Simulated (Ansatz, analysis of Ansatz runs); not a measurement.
# Can an added electron hop between Mn atoms in Li2MnO3 (C2/m)?, part 2 of 3

Question: does an added electron stay on the Mn atom where it is started in Li2MnO3 (C2/m), and if so, how high is the barrier for a hop to another Mn site nearby? Model: a cell of 96 host atoms.

Ansatz 0.2.0; plane-wave PAW DFT, PBEsol+U; relaxation of all atoms of a supercell at fixed charge in a uniform background; PAW set soft_1.

So far. Step 2 (The cell without the carrier): The largest displacement from an ideal site is 0.007 Å.

## Step 3: The electron on the first site

The nearest neighbour or neighbours of the site start displaced and the site's starting moment is changed by the carrier's spin, since a carrier doesn't trap itself in the undistorted lattice.

Contents of A.relax/input.yaml:

```yaml
crystal:
  lattice:
    - [-6.59624373, 8.52410623, 4.71522419]
    - [3.26296285, -8.52410623, 4.71677358]
    - [6.59624373, 8.52410623, -4.71522419]
  atoms:
    - { symbol: Li, position: [-6.0e-05, 0.249697, 0.249872] }
    - { symbol: Li, position: [-8.4e-05, 0.74973, 0.749878] }
    - { symbol: Li, position: [0.249902, -0.000308, 0.249853] }
    - { symbol: Li, position: [0.249923, 0.499699, 0.749851] }
[... 4 atom lines left out ...]
    - { symbol: Li, position: [-3.0e-05, -0.00027, 0.499887] }
    - { symbol: Li, position: [-3.1e-05, 0.499826, -9.9e-05] }
    - { symbol: Li, position: [0.24996, 0.249746, -0.000109] }
    - { symbol: Li, position: [0.249949, 0.749855, 0.499957] }
[... 1 atom line left out ...]
    - { symbol: Li, position: [0.499917, 0.499787, 0.499857] }
[... 1 atom line left out ...]
    - { symbol: Li, position: [0.749902, 0.749612, -0.000195] }
[... 1 atom line left out ...]
    - { symbol: Li, position: [0.080515, 0.7497, 0.33044] }
[... 1 atom line left out ...]
    - { symbol: Li, position: [0.330486, 0.499785, 0.33048] }
[... 2 atom lines left out ...]
    - { symbol: Li, position: [0.830524, -0.000316, 0.330401] }
    - { symbol: Li, position: [0.830511, 0.499714, 0.830444] }
[... 1 atom line left out ...]
    - { symbol: Li, position: [0.169324, 0.49976, 0.169342] }
    - { symbol: Li, position: [0.419323, 0.249739, 0.169304] }
    - { symbol: Li, position: [0.419325, 0.749741, 0.669322] }
[... 3 atom lines left out ...]
    - { symbol: Li, position: [0.919347, 0.749725, 0.169264] }
    - { symbol: Mn, position: [0.083427, -0.000299, 0.083358], spin: 3.0 }
    - { symbol: Mn, position: [0.083408, 0.499669, 0.583339], spin: 3.0 }
    - { symbol: Mn, position: [0.333454, 0.249739, 0.583371], spin: 3.0 }
[... 5 atom lines left out ...]
    - { symbol: Mn, position: [0.166431, 0.249718, 0.416348], spin: 4.0 }
    - { symbol: Mn, position: [0.166426, 0.74971, 0.916341], spin: 3.0 }
[... 4 atom lines left out ...]
    - { symbol: Mn, position: [0.916432, -0.000268, 0.91636], spin: 3.0 }
[... 1 atom line left out ...]
    - { symbol: O, position: [0.114193, 0.224444, 0.110318] }
[... 1 atom line left out ...]
    - { symbol: O, position: [0.376521, 0.488417, 0.622399] }
    - { symbol: O, position: [0.364184, 0.974441, 0.110319] }
[... 4 atom lines left out ...]
    - { symbol: O, position: [0.133788, 0.011015, 0.387748] }
[... 4 atom lines left out ...]
    - { symbol: O, position: [0.635659, 0.524981, 0.389396] }
    - { symbol: O, position: [0.885633, 0.274934, 0.389359] }
    - { symbol: O, position: [0.885652, 0.774974, 0.889379] }
    - { symbol: O, position: [0.023864, 0.489475, 0.287914] }
[... 1 atom line left out ...]
    - { symbol: O, position: [0.280614, 0.238858, 0.279805] }
[... 4 atom lines left out ...]
    - { symbol: O, position: [0.773883, 0.739504, 0.287902] }
    - { symbol: O, position: [0.040726, 0.260543, 0.541393] }
    - { symbol: O, position: [0.048187, 0.759918, 0.034024] }
[... 3 atom lines left out ...]
    - { symbol: O, position: [0.548212, 0.759947, 0.534027] }
    - { symbol: O, position: [0.798208, 0.009925, 0.034004] }
[... 2 atom lines left out ...]
    - { symbol: O, position: [0.225992, 0.759941, 0.211823] }
[... 1 atom line left out ...]
    - { symbol: O, position: [0.475996, 0.509957, 0.211826] }
[... 2 atom lines left out ...]
    - { symbol: O, position: [0.964011, -0.005164, 0.198944] }
[... 1 atom line left out ...]
    - { symbol: O, position: [0.203887, 0.50457, 0.468795] }
    - { symbol: O, position: [0.201641, 0.989467, 0.965673] }
    - { symbol: O, position: [0.451675, 0.239508, 0.465693] }
[... 1 atom line left out ...]
    - { symbol: O, position: [0.701647, 0.489469, 0.965694] }
[... 2 atom lines left out ...]
    - { symbol: O, position: [0.951665, 0.739484, 0.465692] }
total_charge: -1
basis:
  ecutwfc: 420
  xc_grid: 2
hamiltonian:
  xc: pbesol
  hubbard:
    sites: [{ species: Mn, l: d, u_eff: 5.0 }]
    projectors: ortho-atomic
  pseudopotentials: { kind: paw, azcp: { folder: soft_1 }, xc_functional: pbe }
kpoints:
  mp_grid: { grid: [1, 1, 1] }
magnetization:
  spin_polarized: true
  initial_magnetization: 49
  spin_locking: { lock_magnetization: hard }
scf:
  occupations: { method: fermi_dirac, width: 0.01 }
  max_iter: 120
  lower_state_search: "off"
output:
  forces: true
relax:
  f_tol: 0.015
  max_steps: 70
  escape_saddle: false
checkpoint:
  write: "../A.relax.run"
  compress: false
  write_wavefunctions: true
  write_every: 100000
```

Started as:

```sh
> ansatz run input.yaml --threads 8 --pin off --max-ram 18841MiB --backend cpu --events-out ev --progress --plain --runs-dir out
```

Numbers of over 12 decimals in the logs are rounded to 6 here.

Output:

```text
[...]
Crystal: 96 atoms, lattice volume = 792.718 Å³
Basis set: ecut = 420 eV, 15497 PW (Γ), exchange–correlation on 160×144×160 points (8 copies of the dense FFT grid, shifted against one another)
Bands: 433, of which v1, the nominal top of the filled ones, is band 313 counted from 1 (312 counted from 0)
Symmetry: 1 space group operations
[...]
k-points: 1
[...]
Starting moments: Σ|m| = 49 μB on 16 of 96 sites
[...]
SCF iter   1: F=—  HF=-95352.884874 eV  |F-HF|=—  |Δ(HF+E_count)|=         —  Δρ=1.33e-1 (↑1.33e-1 ↓1.04e-1)  dr2=4.34e2  dr2_m=4.08e0  M=49.000 μB ∫|m|=55.039 μB  β_m=0.30  ethr=3.10e-3  ⟨swp⟩=5.0  Hψ=2759  notcnv=0  defer=94
[...]
SCF iter  18: F=-95328.104652 eV  HF=-95328.104656 eV  |F-HF|=3.83e-6  |Δ(HF+E_count)|=   5.07e-7  Δρ=1.73e-5 (↑1.73e-5 ↓9.37e-6)  dr2=4.24e-6  dr2_m=3.14e-7  M=49.000 μB ∫|m|=58.342 μB  ethr=9.00e-10  ⟨swp⟩=3.0  Hψ=2025  notcnv=0
SCF 1 converged in 18 iterations: F = -95328.104652 eV  dr2 = 4.24e-6
[...]
relax step   1: F+E_penalty+E_count = -95328.10465173 eV  Δ(F+E_penalty+E_count) = +0.000e0 eV  max|allowed force component| = 1.200e0 eV/Å  Δτ_max = 0.0000 Å  (18 SCF iters, dr2 threshold 5.63e-6 eV, accepted)
[...]
relax step   2: F+E_penalty+E_count = -95328.31032346 eV  Δ(F+E_penalty+E_count) = -2.057e-1 eV  max|allowed force component| = 7.072e-1 eV/Å  Δτ_max = 0.0580 Å  (7 SCF iters, dr2 threshold 9.00e-5 eV, accepted)
relax step   3: F+E_penalty+E_count = -95328.39158969 eV  Δ(F+E_penalty+E_count) = -8.127e-2 eV  max|allowed force component| = 1.738e-1 eV/Å  Δτ_max = 0.0747 Å  (7 SCF iters, dr2 threshold 3.13e-5 eV, accepted)
relax step   4: F+E_penalty+E_count = -95328.39709113 eV  Δ(F+E_penalty+E_count) = -5.501e-3 eV  max|allowed force component| = 3.439e-2 eV/Å  Δτ_max = 0.0099 Å  (7 SCF iters, dr2 threshold 1.89e-6 eV, accepted)
SCF iter   1: F=—  HF=-95328.398517 eV  |F-HF|=—  |Δ(HF+E_count)|=         —  Δρ=2.71e-4 (↑2.71e-4 ↓1.63e-4)  dr2=1.11e-3  dr2_m=1.02e-4  M=49.000 μB ∫|m|=58.146 μB  β_m=0.30  ethr=2.24e-6  ⟨swp⟩=4.0  Hψ=1838  notcnv=0  defer=181
[...]
SCF iter   9: F=-95328.398243 eV  HF=-95328.398243 eV  |F-HF|=9.68e-9  |Δ(HF+E_count)|=   6.05e-9  Δρ=1.27e-6 (↑1.27e-6 ↓7.82e-7)  dr2=1.68e-8  dr2_m=3.53e-9  M=49.000 μB ∫|m|=58.138 μB  ethr=1.60e-11  ⟨swp⟩=3.0  Hψ=2028  notcnv=0
SCF 5 converged in 9 iterations: F = -95328.398243 eV  dr2 = 1.68e-8
relax step   5: F+E_penalty+E_count = -95328.39824282 eV  Δ(F+E_penalty+E_count) = -1.152e-3 eV  max|allowed force component| = 1.190e-2 eV/Å  Δτ_max = 0.0057 Å  (9 SCF iters, accepted)
NSCF: frozen V_eff on 1 k-points
[...]
SCF converged after 9 iterations
[...]
Magnetization: 49.0000 μB (337.0000 up, 288.0000 down)
Absolute magnetization: 58.3626 μB (∫|ρ↑−ρ↓|, with the PAW one-centre terms)
[...]
Per-site moments (μB) at R_I (Å): [(0.00429588, 0.847103), (0.004807, 0.837096), (0.0044463, 0.836189), [... 93 left out ...]
Free energy (F): -95328.398243 eV
[...]
Internal energy: -95328.398243 eV  (E = F + TS)
E sigma→0 (E₀):  -95328.398243 eV
Fermi energy:    9.094473 (↑ 9.094473, ↓ 8.996137) eV
[...]
--- Forces (eV/Å), atoms counted from 1 ---
  atom   1  Li    -0.00018092    -0.00367509    -0.00015434
  atom   2  Li     0.00004875    -0.00114914    -0.00002536
  atom   3  Li     0.00196332    -0.00141262    -0.00256190
  [... 16 atoms left out ...]
  atom  20  Li     0.00874471     0.00106598    -0.00429796
  [... 11 atoms left out ...]
  atom  32  Li    -0.00411591    -0.00340899    -0.00177448
  atom  33  Mn     0.00058800     0.00496632     0.01044377
  [... 7 atoms left out ...]
  atom  41  Mn     0.00058194    -0.00202118    -0.00002512
  [... 7 atoms left out ...]
  atom  49  O     -0.00218581    -0.00110910    -0.00179177
  [... 17 atoms left out ...]
  atom  67  O      0.00707900    -0.00356635    -0.01189824
  [... 6 atoms left out ...]
  atom  74  O      0.00083398     0.00020374    -0.00067823
  [... 12 atoms left out ...]
  atom  87  O      0.00559491     0.00334755    -0.00290323
  [... 9 atoms left out ...]
  max |Σ_I F_I| component: 2.64e-6 eV/Å
--- Band table (eV) ---
[...]
Occupation matrices written to <dir>
--- Relaxed structure (5 steps of the walk, 5 accepted, 0 SCFs on fresh bases) ---
  F+E_penalty+E_count = -95328.39824282 eV   max|allowed force component| = 1.190e-2 eV/Å
  atoms:
    - { symbol: Li, position: [0.000147, 0.249640, 0.250082] }
    - { symbol: Li, position: [-0.000259, 0.749724, 0.749669] }
    - { symbol: Li, position: [0.247283, -0.000904, 0.252262] }
    [... 16 atoms left out ...]
    - { symbol: Li, position: [0.327661, 0.499884, 0.333059] }
    [... 11 atoms left out ...]
    - { symbol: Li, position: [0.921411, 0.752991, 0.170636] }
    - { symbol: Mn, position: [0.079530, -0.004182, 0.081183] }
    [... 7 atoms left out ...]
    - { symbol: Mn, position: [0.164627, 0.249740, 0.414590] }
    [... 7 atoms left out ...]
    - { symbol: O, position: [0.113089, 0.223480, 0.109224] }
    [... 17 atoms left out ...]
    - { symbol: O, position: [0.271059, 0.236581, 0.285122] }
    [... 6 atoms left out ...]
    - { symbol: O, position: [0.047121, 0.757937, 0.032803] }
    [... 12 atoms left out ...]
    - { symbol: O, position: [0.961898, -0.009184, 0.195503] }
    [... 9 atoms left out ...]
```

The job ended after 61 s (8 threads of Arm Neoverse V2, shared host; peak memory 2.5 GiB; 7.7 min of CPU time).

Step by step:

```tsv
step	energy less that of the first step (eV)	largest force component (eV/Å)
1	0.0000	1.2000
2	-0.2057	0.7072
3	-0.2869	0.1738
4	-0.2924	0.0344
5	-0.2936	0.0119
```

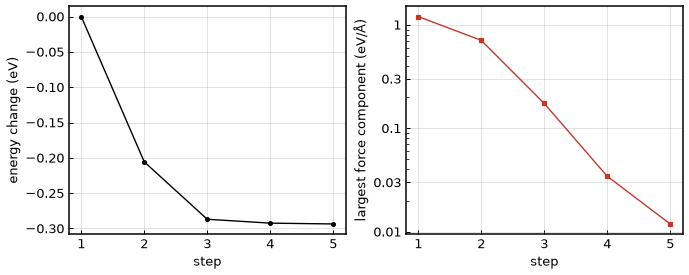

Energy and largest force along the relaxation.

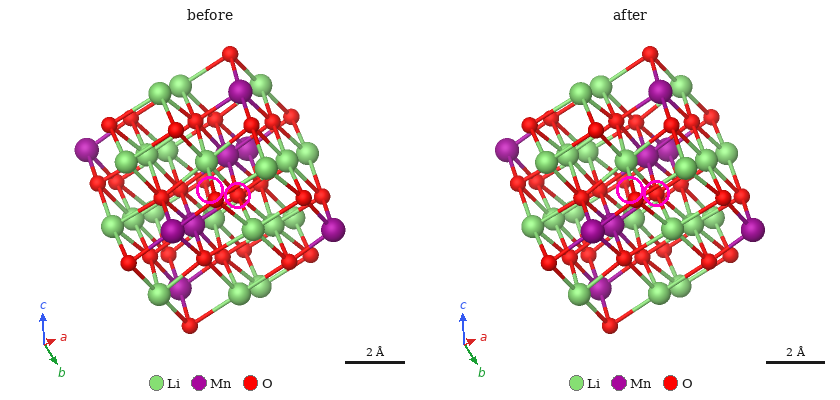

Before and after: the atoms that start within 5 Å of the centre. O67, which moves most, is ringed if it is among them. A ring with no atom in it marks the empty centre.

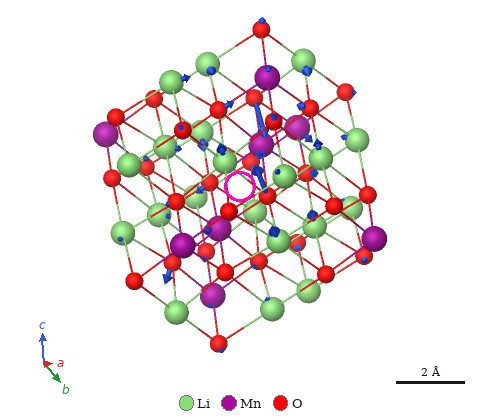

Displacements in the relaxation near the centre, exaggerated; the longest in the cell stands for 0.12 Å. A ring marks the centre wherever it is empty.

The atoms that moved most (Å):

```tsv
atom	dx	dy	dz	length
O67	0.091	-0.017	-0.081	0.123
O73	-0.090	-0.017	0.081	0.122
Li31	-0.036	-0.010	0.032	0.049
Li27	0.035	-0.010	-0.032	0.049
O69	0.009	0.046	0.000	0.047
O75	-0.009	0.046	0.000	0.047
O64	-0.035	-0.029	0.003	0.045
O50	0.034	-0.028	-0.003	0.045
```

The moves above count from the input, in which the site's nearest neighbours were already displaced; the distances below compare with the cell without the carrier.

Distances from Mn41 without and with the electron:

```tsv
atom	without (Å)	with (Å)
O89	1.91	2.03
O87	1.91	2.04
O67	1.91	1.91
O73	1.91	1.91
O51	1.92	2.06
O57	1.92	2.06
```

The largest changes of the moments are 0.55 μB on Mn41, 0.06 μB on O87 and 0.06 μB on O89. The largest part sits on the chosen site.

## Step 4: The electron on the second site

The same start is made on the second site, to get the end of the hop.

Contents of B.relax/input.yaml:

```yaml
crystal:
  lattice:
    - [-6.59624373, 8.52410623, 4.71522419]
    - [3.26296285, -8.52410623, 4.71677358]
    - [6.59624373, 8.52410623, -4.71522419]
  atoms:
    - { symbol: Li, position: [-6.0e-05, 0.249697, 0.249872] }
    - { symbol: Li, position: [-8.4e-05, 0.74973, 0.749878] }
[... 30 atom lines left out ...]
    - { symbol: Mn, position: [0.083427, -0.000299, 0.083358], spin: 4.0 }
[... 7 atom lines left out ...]
    - { symbol: Mn, position: [0.166431, 0.249718, 0.416348], spin: 3.0 }
[... 15 atom lines left out ...]
    - { symbol: O, position: [0.13567, 0.024981, 0.389392] }
[... 9 atom lines left out ...]
    - { symbol: O, position: [0.285832, 0.254576, 0.300746] }
[... 19 atom lines left out ...]
    - { symbol: O, position: [0.969335, 0.010594, 0.21982] }
[... 1 atom line left out ...]
    - { symbol: O, position: [0.201653, 0.489488, 0.465684] }
[... 6 atom lines left out ...]
    - { symbol: O, position: [0.951665, 0.739484, 0.465692] }
total_charge: -1
basis:
  ecutwfc: 420
  xc_grid: 2
hamiltonian:
  xc: pbesol
  hubbard:
    sites: [{ species: Mn, l: d, u_eff: 5.0 }]
    projectors: ortho-atomic
  pseudopotentials: { kind: paw, azcp: { folder: soft_1 }, xc_functional: pbe }
kpoints:
  mp_grid: { grid: [1, 1, 1] }
magnetization:
  spin_polarized: true
  initial_magnetization: 49
  spin_locking: { lock_magnetization: hard }
scf:
  occupations: { method: fermi_dirac, width: 0.01 }
  max_iter: 120
  lower_state_search: "off"
output:
  forces: true
relax:
  f_tol: 0.015
  max_steps: 70
  escape_saddle: false
checkpoint:
  write: "../B.relax.run"
  compress: false
  write_wavefunctions: true
  write_every: 100000
```

Output:

```text
[...]
Crystal: 96 atoms, lattice volume = 792.718 Å³
Basis set: ecut = 420 eV, 15497 PW (Γ), exchange–correlation on 160×144×160 points (8 copies of the dense FFT grid, shifted against one another)
Bands: 433, of which v1, the nominal top of the filled ones, is band 313 counted from 1 (312 counted from 0)
Symmetry: 1 space group operations
[...]
k-points: 1
[...]
Starting moments: Σ|m| = 49 μB on 16 of 96 sites
[...]
SCF iter   1: F=—  HF=-95352.882854 eV  |F-HF|=—  |Δ(HF+E_count)|=         —  Δρ=1.33e-1 (↑1.33e-1 ↓1.04e-1)  dr2=4.34e2  dr2_m=4.08e0  M=49.000 μB ∫|m|=55.040 μB  β_m=0.30  ethr=3.10e-3  ⟨swp⟩=5.0  Hψ=2760  notcnv=0  defer=93
[...]
Occupation matrices written to <dir>
--- Relaxed structure (5 steps of the walk, 5 accepted, 0 SCFs on fresh bases) ---
  F+E_penalty+E_count = -95328.39824959 eV   max|allowed force component| = 1.161e-2 eV/Å
  atoms:
    - { symbol: Li, position: [0.002590, 0.250394, 0.247473] }
    - { symbol: Li, position: [-0.003105, 0.749082, 0.751881] }
    - { symbol: Li, position: [0.249649, -0.000330, 0.249584] }
    [... 16 atoms left out ...]
    - { symbol: Li, position: [0.328390, 0.496448, 0.329059] }
    [... 11 atoms left out ...]
    - { symbol: Li, position: [0.922184, 0.749517, 0.166643] }
    - { symbol: Mn, position: [0.085226, -0.000268, 0.085180] }
    [... 7 atoms left out ...]
    - { symbol: Mn, position: [0.170284, 0.253580, 0.418527] }
    [... 15 atoms left out ...]
    - { symbol: O, position: [0.136762, 0.025946, 0.390496] }
    [... 9 atoms left out ...]
    - { symbol: O, position: [0.287813, 0.258418, 0.304060] }
    [... 19 atoms left out ...]
    - { symbol: O, position: [0.978763, 0.012841, 0.214605] }
    [... 1 atom left out ...]
    - { symbol: O, position: [0.202723, 0.491478, 0.466911] }
    [... 7 atoms left out ...]
[key lines of the parts left out:]
SCF converged after 9 iterations
Magnetization: 49.0000 μB (337.0000 up, 288.0000 down)
Free energy (F): -95328.398250 eV
Fermi energy:    9.094407 (↑ 9.094407, ↓ 8.996142) eV
```

It took 60 s on 8 threads; peak memory 2.5 GiB; 7.5 min of CPU time.

Distances from Mn33 without and with the electron:

```tsv
atom	without (Å)	with (Å)
O67	1.91	2.03
O74	1.91	2.04
O87	1.91	1.91
O90	1.91	1.91
O64	1.92	2.06
O49	1.92	2.06
```

The largest changes of the moments are 0.55 μB on Mn33, 0.06 μB on O74 and 0.06 μB on O67. The largest part sits on the chosen site.

(Part 2 of 3 ends here.)

[Logs are printed without paths, hosts, clocks, repeated set-up lines and the standing remarks that a program may print on its own settings, such as how far it seeks lower states.]

[Hosts, paths, dates, database ids (printed as entryN), source tags and the programs' standing remarks are cut or masked in the printed files.]
